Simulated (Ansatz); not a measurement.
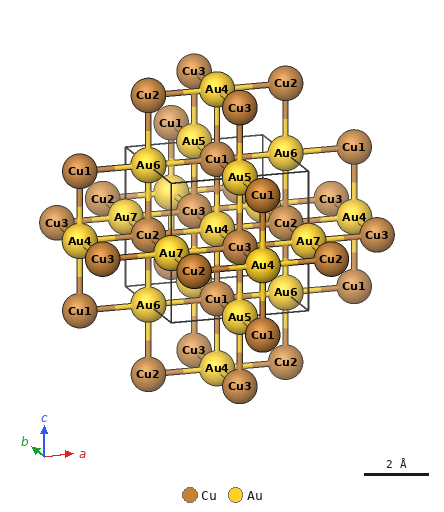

This is the input geometry for a relaxation of crystalline Cu$_{3}$Au$_{4}$ (a generated structure, set up in Pm-3m) (coarse preliminary run). A ball-and-stick model of the cell of the calculation, seen slightly off an axis.

Level of theory: DFT PBE, scalar-relativistic, plane waves, PAW in Ansatz 0.2.0.

Input file:
```yaml
crystal:
  lattice:
    - [4.58259662, 0.0, 0.0]
    - [0.0, 4.58259662, 0.0]
    - [0.0, 0.0, 4.58259662]
  atoms:
    - { symbol: Cu, position: [0.5, 0.5, 0.0] }
    - { symbol: Cu, position: [0.0, 0.5, 0.5] }
    - { symbol: Cu, position: [0.5, 0.0, 0.5] }
    - { symbol: Au, position: [0.5, 0.5, 0.5] }
    - { symbol: Au, position: [0.5, 0.0, 0.0] }
    - { symbol: Au, position: [0.0, 0.5, 0.0] }
    - { symbol: Au, position: [0.0, 0.0, 0.5] }
basis:
  ecutwfc: 420
kpoints:
  mp_grid: { grid: [4, 4, 4] }
hamiltonian:
  xc: pbe
scf:
  occupations: { method: gaussian, width: 0.1 }
  lower_state_search: "off"
output:
  forces: true
  stress: true
  eigenvalues: true
relax:
  adjacent_minimum: "off"
  f_tol: 0.04
  max_steps: 70
  cell: { stress_tol: 0.4 }
```

Run as
```bash
ansatz run input.yaml --threads 1 --pin off --max-ram 2048MiB --backend cpu --events-out ev --progress --plain --runs-dir out
```

Predict the outcome.

Answer. The energy falls by 5.266 eV per cell of the calculation in 5 accepted moves (7 points after the start). All forces vanish by symmetry, so only the cell relaxes. Pressure: 65.44 GPa at the start and 0.31 GPa at the end. The SCF was repeated twice at an unchanged geometry on a basis and grid sized afresh for the cell, which shifted the energy by 81.9 meV per cell of the calculation at most. No atom moves by more than 0.005 Å relative to the cell. The drawn cell changes as follows: a = b = c 4.583 → 5.084 Å (+10.9 %); the volume changes by +36.6 %. Some distances before and after: Cu1–Au4 2.291 → 2.542 Å. The space group stays Pm-3m (No. 221). Cost: 51 s on 1 thread of Intel(R) Xeon(R) Platinum 8259CL CPU @ 2.50GHz (Skylake/Cascade Lake), with other jobs on the host, peak memory 0.51 GiB.

The structure at the end:

```
Cu Au
1.0
     5.08425    0.00000    0.00000
     0.00000    5.08425    0.00000
     0.00000    0.00000    5.08425
Cu Au
3 4
Direct
  0.50000 0.50000 0.00000
  0.00000 0.50000 0.50000
  0.50000 0.00000 0.50000
  0.50000 0.50000 0.50000
  0.50000 0.00000 0.00000
  0.00000 0.50000 0.00000
  0.00000 0.00000 0.50000
```

The end point in the same view:

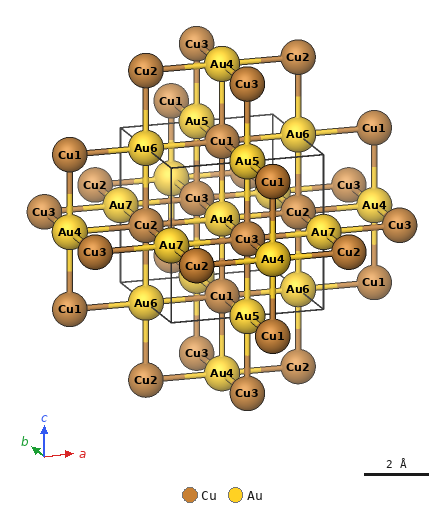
